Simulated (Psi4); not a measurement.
Geometry relaxation of GeO (charge +1) (part 3 of 4)

GeO, charge +1, multiplicity 2; MP2/pcseg-1, UHF (Psi4 1.11). The starting geometry was optimised with mp2/pcseg-1.

Geometry of the input (Å):
```
O  0.0000  0.0000  -0.0634
Ge 0.0000  0.0000  1.6083
```

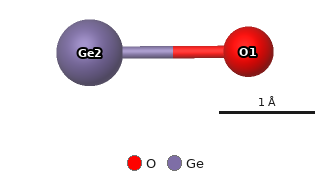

*The input geometry (ball-and-stick view, seen at a tilt; atoms are numbered from 1 in the order of the input). Sticks mark near contacts.*

The program's output, continued:
```
    			-----------------------------------------

	                            ===> Fragment 1 <==

	 Z (Atomic Numbers)          Masses                          Geom
	       8.000000            15.994915          0.00000000  0.00000000 -2.62298133
	      32.000000            73.921178          0.00000000  0.00000000  0.56755538

	 - Coordinate -           - BOHR/RAD -       - ANG/DEG -
	 R(1,2)           =         3.190537           1.688359

	        --- Internal Coordinate Step in ANG or DEG, aJ/ANG or AJ/DEG ---
	-------------------------------------------------------------------------------
	           Coordinate      Previous         Force          Change          New
	           ----------      --------        ------          ------        ------
	               R(1,2)       1.68836        0.01820        0.00359       1.69195
	-------------------------------------------------------------------------------

	                                 ==> Convergence Check <==

	Measures of convergence in internal coordinates in au.

	Criteria marked as inactive (o), active & met (*), and active & unmet ( ).

	----------------------------------------------------------------------------------------------
	   Step    Total Energy     Delta E     Max Force     RMS Force      Max Disp      RMS Disp
	----------------------------------------------------------------------------------------------
	  Convergence Criteria     1.00e-06 *    3.00e-04 *             o    1.20e-03 *             o
	----------------------------------------------------------------------------------------------
	     2   -2149.78071041   -2.29e-04      2.21e-03      2.21e-03 o    6.78e-03      6.78e-03 o  ~
	----------------------------------------------------------------------------------------------

Next Geometry in Ang
	Fragment 1 (Ang)

	    O   0.0000000000   0.0000000000  -1.3898170930
	   Ge   0.0000000000   0.0000000000   0.3021325249

    Structure for next step:
    Molecular point group: c1
    Full point group: C_inf_v

    Geometry (in Angstrom), charge = 1, multiplicity = 2:

    O            0.000000000000     0.000000000000    -1.390973574970
    GE           0.000000000000     0.000000000000     0.300976042910

gradient() will perform analytic gradient computation.
    For method 'MP2', SCF Algorithm Type (re)set to DISK_DF.

  ==> Geometry <==

    Molecular point group: c1
    Full point group: C_inf_v

    Geometry (in Angstrom), charge = 1, multiplicity = 2:

       Center              X                  Y                   Z               Mass
    ------------   -----------------  -----------------  -----------------  -----------------
         O            0.000000000000     0.000000000000    -1.390973574970    15.994914619570
         GE           0.000000000000     0.000000000000     0.300976042910    73.921177761000

  Running in c1 symmetry.

  Rotational constants: A = ************  B =      0.44782  C =      0.44782 [cm^-1]
  Rotational constants: A = ************  B =  13425.45357  C =  13425.45357 [MHz]
  Nuclear repulsion =   80.067021204412143

  Charge       = 1
  Multiplicity = 2
  Electrons    = 39
  Nalpha       = 20
  Nbeta        = 19

   => Auxiliary Basis Set <=

  Basis Set: DEF2-UNIVERSAL-JKFIT
    Blend: DEF2-UNIVERSAL-JKFIT
    Number of shells: 85
    Number of basis functions: 343
    Number of Cartesian functions: 464
    Spherical Harmonics?: true
    Max angular momentum: 5

  Minimum eigenvalue in the overlap matrix is 3.8059884561E-02.
  Reciprocal condition number of the overlap matrix is 1.2557777882E-02.
    Using symmetric orthogonalization.

  ==> Iterations <==

                           Total Energy        Delta E     RMS |[F,P]|

   @DF-UHF iter   0: -2149.55419849622513   -2.14955e+03   3.56516e-04
   @DF-UHF iter   1: -2149.55648955156721   -2.29106e-03   1.76007e-05 DIIS
   @DF-UHF iter   2: -2149.55648986248525   -3.10918e-07   1.32660e-05 DIIS
   @DF-UHF iter   3: -2149.55649000162748   -1.39142e-07   3.04625e-06 DIIS
   @DF-UHF iter   4: -2149.55649004050520   -3.88777e-08   1.78328e-06 DIIS
   @DF-UHF iter   5: -2149.55649005926080   -1.87556e-08   9.71304e-07 DIIS
   @DF-UHF iter   6: -2149.55649006606927   -6.80848e-09   3.24987e-07 DIIS
   @DF-UHF iter   7: -2149.55649006651674   -4.47471e-10   7.49778e-08 DIIS
   @DF-UHF iter   8: -2149.55649006653084   -1.40972e-11   2.78479e-08 DIIS
   @DF-UHF iter   9: -2149.55649006653402   -3.18323e-12   1.58080e-08 DIIS
   @DF-UHF iter  10: -2149.55649006653766   -3.63798e-12   8.12273e-09 DIIS
   @DF-UHF iter  11: -2149.55649006653493    2.72848e-12   2.87940e-09 DIIS
   @DF-UHF iter  12: -2149.55649006653721   -2.27374e-12   8.14308e-10 DIIS
   @DF-UHF iter  13: -2149.55649006653721    0.00000e+00   1.73620e-10 DIIS
   @DF-UHF iter  14: -2149.55649006653766   -4.54747e-13   3.79235e-11 DIIS
  Energy and wave function converged.

  ==> Post-Iterations <==

   @Spin Contamination Metric:   5.073132770E-02
   @S^2 Expected:                7.500000000E-01
   @S^2 Observed:                8.007313277E-01
   @S   Expected:                5.000000000E-01
   @S   Observed:                5.000000000E-01

    Orbital Energies [Eh]
    ---------------------

    Alpha Occupied:

       1A   -405.552862     2A    -52.490379     3A    -46.615090
       4A    -46.614387     5A    -46.614387     6A    -20.881090
       7A     -7.572669     8A     -5.568707     9A     -5.564468
      10A     -5.564468    11A     -2.049476    12A     -2.038087
      13A     -2.038087    14A     -2.037580    15A     -2.037580
      16A     -1.620679    17A     -1.006435    18A     -0.820300
      19A     -0.820300    20A     -0.779651

    Alpha Virtual:

      21A     -0.240628    22A     -0.240628    23A     -0.099632
      24A      0.073304    25A      0.172741    26A      0.172741
      27A      0.229582    28A      0.237156    29A      0.237156
      30A      0.250041    31A      0.250041    32A      0.449706
      33A      0.858473    34A      0.915924    35A      0.915924
      36A      1.620533    37A      2.251739    38A      2.251739
      39A      2.268484    40A      2.268484    41A      2.525290

    Beta Occupied:

       1A   -405.552489     2A    -52.490546     3A    -46.614728
       4A    -46.614728     5A    -46.612211     6A    -20.839558
       7A     -7.572525     8A     -5.565819     9A     -5.565819
      10A     -5.560641    11A     -2.041477    12A     -2.038656
      13A     -2.038656    14A     -2.036510    15A     -2.036510
      16A     -1.481883    17A     -0.821932    18A     -0.756524
      19A     -0.756524

    Beta Virtual:

      20A     -0.285953    21A     -0.234059    22A     -0.234059
      23A     -0.048466    24A      0.091584    25A      0.166472
      26A      0.166472    27A      0.233528    28A      0.233528
      29A      0.267847    30A      0.267847    31A      0.274411
      32A      0.482746    33A      0.948275    34A      0.948275
      35A      1.009524    36A      1.670725    37A      2.277233
      38A      2.277233    39A      2.363333    40A      2.363333
      41A      2.620937

    Final Occupation by Irrep:
              A
    DOCC [    19 ]
    SOCC [     1 ]
    NA   [    20 ]
    NB   [    19 ]

  @DF-UHF Final Energy: -2149.55649006653766

   => Energetics <=

    Nuclear Repulsion Energy =             80.0670212044121428
    One-Electron Energy =               -3143.9626048275049470
    Two-Electron Energy =                 914.3390935565557811
    Total Energy =                      -2149.5564900665372079

  UHF NO Occupations:
  HONO-2 :   18  A 1.9947269
  HONO-1 :   19  A 1.9859434
  HONO-0 :   20  A 1.0000000
  LUNO+0 :   21  A 0.0140566
  LUNO+1 :   22  A 0.0052731
  LUNO+2 :   23  A 0.0052731
  LUNO+3 :   24  A 0.0008744

Computation Completed

Properties will be evaluated at   0.000000,   0.000000,   0.000000 [a0]

Properties computed using the SCF density matrix

 Multipole Moments:

 ------------------------------------------------------------------------------------
     Multipole            Electronic (a.u.)      Nuclear  (a.u.)        Total (a.u.)
 ------------------------------------------------------------------------------------

 L = 1.  Multiply by 2.5417464519 to convert [e a0] to [Debye]
 Dipole X            :          0.0000000            0.0000000            0.0000000
 Dipole Y            :          0.0000000            0.0000000            0.0000000
 Dipole Z            :          4.1506289           -2.8280795            1.3225493
 Magnitude           :                                                    1.3225493

 ------------------------------------------------------------------------------------

	total time  =          1 seconds =       0.02 minutes
  Constructing Basis Sets for DFOCC...

   => Loading Basis Set <=

    Name: (PCSEG-1 AUX)
    Role: RIFIT
    Keyword: DF_BASIS_CC

  Module DFOCC Options:
  ----------------------------------------------------------------------------
  ACTIVE                        => (empty)
  BASIS_RELATIVISTIC            => (empty)
  BENCH                         => (empty)
  CC_DIIS_MAX_VECS              => (empty)
  CC_DIIS_MIN_VECS              => (empty)
  CC_LAMBDA                     => (empty)
  CC_MAXITER                    => (empty)
  CC_TYPE                       => (empty)
  CHOLESKY                      => (empty)
  CHOLESKY_TOLERANCE            => (empty)
  CI_TYPE                       => (empty)
  COMPUT_S2                     => (empty)
  CUBEPROP_BASIS_FUNCTIONS      => (empty)
  CUBEPROP_FILEPATH             => (empty)
  CUBEPROP_ISOCONTOUR_THRESHOLD => (empty)
  CUBEPROP_ORBITALS             => (empty)
  CUBEPROP_TASKS                => (empty)
  CUBIC_BASIS_TOLERANCE         => (empty)
  CUBIC_BLOCK_MAX_POINTS        => (empty)
  CUBIC_GRID_OVERAGE            => (empty)
  CUBIC_GRID_SPACING            => (empty)
  CUTOFF                        => (empty)
  DDX                           => (empty)
  DEBUG                         => (empty)
  DERTYPE                       => FIRST           !
  DF_BASIS_CC                   => (empty)
  DIE_IF_NOT_CONVERGED          => (empty)
  DKH_ORDER                     => (empty)
  DOCC                          => (empty)
  DO_DIIS                       => (empty)
  DO_LEVEL_SHIFT                => (empty)
  DO_SCS                        => FALSE           !
  DO_SOS                        => FALSE           !
  E3_SCALE                      => (empty)
  EKT_IP                        => (empty)
  EXTERNAL_POTENTIAL_SYMMETRY   => (empty)
  E_CONVERGENCE                 => 1e-08           !
  FREEZE_CORE                   => TRUE            !
  FREEZE_CORE_POLICY            => (empty)
  FROZEN_DOCC                   => (empty)
  FROZEN_UOCC                   => (empty)
  HESS_TYPE                     => (empty)
  INTEGRAL_CUTOFF               => (empty)
  INTEGRAL_PACKAGE              => (empty)
  LEVEL_SHIFT                   => (empty)
  LINEQ_SOLVER                  => (empty)
  LITERAL_CFOUR                 => (empty)
  LS_THC_BASIS_TOLERANCE        => (empty)
  LS_THC_DF                     => (empty)
  LS_THC_PRUNING_SCHEME         => (empty)
  LS_THC_RADIAL_POINTS          => (empty)
  LS_THC_SPHERICAL_POINTS       => (empty)
  LS_THC_S_EPSILON              => (empty)
  LS_THC_WEIGHTS_TOLERANCE      => (empty)
  MAT_NUM_COLUMN_PRINT          => (empty)
  MAX_MOGRAD_CONVERGENCE        => (empty)
  MAX_RADIAL_MOMENT             => (empty)
  MBIS_D_CONVERGENCE            => (empty)
  MBIS_MAXITER                  => (empty)
  MBIS_PRUNING_SCHEME           => (empty)
  MBIS_RADIAL_POINTS            => (empty)
  MBIS_SPHERICAL_POINTS         => (empty)
  MOLDEN_WITH_VIRTUAL           => (empty)
  MOLDEN_WRITE                  => (empty)
  MO_DIIS_NUM_VECS              => (empty)
  MO_MAXITER                    => (empty)
  MO_STEP_MAX                   => (empty)
  MP2_AMP_TYPE                  => (empty)
  MP2_OS_SCALE                  => (empty)
  MP2_SOS_SCALE                 => (empty)
  MP2_SOS_SCALE2                => (empty)
  MP2_SS_SCALE                  => (empty)
  MP2_TYPE                      => (empty)
  MP_TYPE                       => (empty)
  NAT_ORBS                      => FALSE           !
  NUM_FROZEN_DOCC               => (empty)
  NUM_FROZEN_UOCC               => (empty)
  NUM_GPUS                      => (empty)
  OCC_ORBS_PRINT                => (empty)
  OEPROP                        => (empty)
  OO_SCALE                      => (empty)
  OPT_METHOD                    => (empty)
  ORBITAL_OPTIMIZER_PACKAGE     => (empty)
  ORB_OPT                       => FALSE           !
  ORB_RESP_SOLVER               => (empty)
  ORTH_TYPE                     => (empty)
  PARENT_SYMMETRY               => (empty)
  PCG_BETA_TYPE                 => (empty)
  PCG_CONVERGENCE               => (empty)
  PCG_MAXITER                   => (empty)
  PCM                           => (empty)
  PE                            => (empty)
  PPL_TYPE                      => (empty)
  PRINT                         => (empty)
  PRINT_NOONS                   => (empty)
  PROPERTIES                    => (empty)
  PROPERTIES_ORIGIN             => (empty)
  PUREAM                        => (empty)
  QCHF                          => (empty)
  QC_MODULE                     => (empty)
  RAS1                          => (empty)
  RAS2                          => (empty)
  RAS3                          => (empty)
  RAS4                          => (empty)
  READ_SCF_3INDEX               => (empty)
  REGULARIZATION                => (empty)
  REG_PARAM                     => (empty)
  RELATIVISTIC                  => (empty)
  REMP_A                        => (empty)
  RESTRICTED_DOCC               => (empty)
  RESTRICTED_UOCC               => (empty)
  RMS_MOGRAD_CONVERGENCE        => (empty)
  R_CONVERGENCE                 => (empty)
  SCF_TYPE                      => DISK_DF         !
  SCREENING                     => (empty)
  SCS_TYPE                      => (empty)
  SOCC                          => (empty)
  SOS_TYPE                      => (empty)
  TRIPLES_IABC_TYPE             => (empty)
  WFN                           => (empty)
  WFN_TYPE                      => DF-OMP2         !
  WRITER_FILE_LABEL             => (empty)
  ZORA_BASIS_TOLERANCE          => (empty)
  ZORA_NR_DEBUG                 => (empty)
  ZORA_PRUNING_SCHEME           => (empty)
  ZORA_RADIAL_POINTS            => (empty)
  ZORA_SPHERICAL_POINTS         => (empty)

	Warning: cc_lambda option is changed to TRUE
	For this residual convergence, default PCG convergence is:     1.00e-07
	For this energy convergence, default residual convergence is:     3.16e-07

 ==============================================================================
 ==============================================================================
 ==============================================================================

                       DF-MP2

 ==============================================================================
 ==============================================================================
 ==============================================================================

	MO spaces...

	 FC   AOCC   BOCC  AVIR   BVIR   FV
	------------------------------------------
	 10    10     9    21     22     0
	Reading DF integrals from disk ...
	Number of basis functions in the DF-HF basis: 343
	Number of basis functions in the DF-CC basis: 175

	Minimum required memory for amplitudes:      1.01 MB

	Computing DF-MP2 energy using SCF MOs (Canonical DF-MP2)...
	=======================================================================
	Nuclear Repulsion Energy (a.u.)    :    80.06702120441214
	DF-HF Energy (a.u.)                : -2149.55649006653766
	REF Energy (a.u.)                  : -2149.55649006653766
	Alpha-Alpha Contribution (a.u.)    :    -0.03301952439507
	Alpha-Beta Contribution (a.u.)     :    -0.16515264672181
	Beta-Beta Contribution (a.u.)      :    -0.02605600753875
	Scaled_SS Correlation Energy (a.u.):    -0.01969184397794
	Scaled_OS Correlation Energy (a.u.):    -0.19818317606617
	DF-SCS-MP2 Total Energy (a.u.)     : -2149.77436508658184
	DF-SOS-MP2 Total Energy (a.u.)     : -2149.77118850727584
	DF-SCS(N)-MP2 Total Energy (a.u.)  : -2149.66046300274093
	DF-MP2 Correlation Energy (a.u.)   :    -0.22422817865563
	DF-MP2 Total Energy (a.u.)         : -2149.78071824519338
	=======================================================================

	Computing unrelaxed response density matrices...

	Forming independent-pairs...
	Number of alpha independent-pairs:420
	Number of beta independent-pairs :418
	Computing the generalized Fock matrix (GFM)...
	Computing the orbital gradient...
	Forming effective orbital gradient...
	Solving orbital Z-vector equations...

	            PCG Solver
	   ------------------------------
	Iter     RMS Z Vector        RMS Residual
	----    ---------------    ---------------
	  1         2.84e-03         2.86e-03
	  2         2.04e-03         9.35e-04
	  3         1.16e-03         3.01e-04
	  4         1.94e-04         8.71e-05
	  5         5.61e-05         3.83e-05
	  6         1.66e-05         1.10e-05
	  7         7.59e-06         4.67e-06
	  8         9.04e-06         2.85e-06
	  9         1.51e-06         5.93e-07
	 10         2.01e-07         1.46e-07
	 11         4.53e-08         3.06e-08

	Computing the relaxed PDMs and GFM...

	total time  =          0 seconds =       0.00 minutes

	Forming Gamma^tilde...
	Backtransforming OPDM, TPDM, and GFM to the AO basis...

	total time  =          0 seconds =       0.00 minutes
    Molecular point group: c1
    Full point group: C_inf_v

    Geometry (in Bohr), charge = 1, multiplicity = 2:

       Center              X                  Y                   Z
    ------------   -----------------  -----------------  -----------------
         O            0.000000000000     0.000000000000    -2.628559104441
         GE           0.000000000000     0.000000000000     0.568762291423

  -Total gradient:
     Atom            X                  Y                   Z
    ------   -----------------  -----------------  -----------------
       1        0.000000000000     0.000000000000     0.000107432587
       2       -0.000000000000    -0.000000000000    -0.000107432587

    			-----------------------------------------

    			 OPTKING 3.0: for geometry optimizations

    			        with contributions from

    			-----------------------------------------

	                            ===> Fragment 1 <==

	 Z (Atomic Numbers)          Masses                          Geom
	       8.000000            15.994915          0.00000000  0.00000000 -2.62855910
	      32.000000            73.921178          0.00000000  0.00000000  0.56876229

	 - Coordinate -           - BOHR/RAD -       - ANG/DEG -
	 R(1,2)           =         3.197321           1.691950

	        --- Internal Coordinate Step in ANG or DEG, aJ/ANG or AJ/DEG ---
	-------------------------------------------------------------------------------
	           Coordinate      Previous         Force          Change          New
	           ----------      --------        ------          ------        ------
	               R(1,2)       1.69195        0.00089        0.00018       1.69213
	-------------------------------------------------------------------------------

	                                 ==> Convergence Check <==

	Measures of convergence in internal coordinates in au.

	Criteria marked as inactive (o), active & met (*), and active & unmet ( ).

	----------------------------------------------------------------------------------------------
	   Step    Total Energy     Delta E     Max Force     RMS Force      Max Disp      RMS Disp
	----------------------------------------------------------------------------------------------
	  Convergence Criteria     1.00e-06 *    3.00e-04 *             o    1.20e-03 *             o
	----------------------------------------------------------------------------------------------
	     3   -2149.78071825   -7.84e-06      1.07e-04 *    1.07e-04 o    3.33e-04 *    3.33e-04 o  ~
	----------------------------------------------------------------------------------------------

Next Geometry in Ang
	Fragment 1 (Ang)

	    O   0.0000000000   0.0000000000  -1.3910616389
	   Ge   0.0000000000   0.0000000000   0.3010641069

    Final optimized geometry and variables:
    Molecular point group: c1
    Full point group: C_inf_v

    Geometry (in Angstrom), charge = 1, multiplicity = 2:

    O            0.000000000000     0.000000000000    -1.390973574970
    GE           0.000000000000     0.000000000000     0.300976042910

[set-up sections that repeat, and orbital energies of the middle runs, are left out above]
```
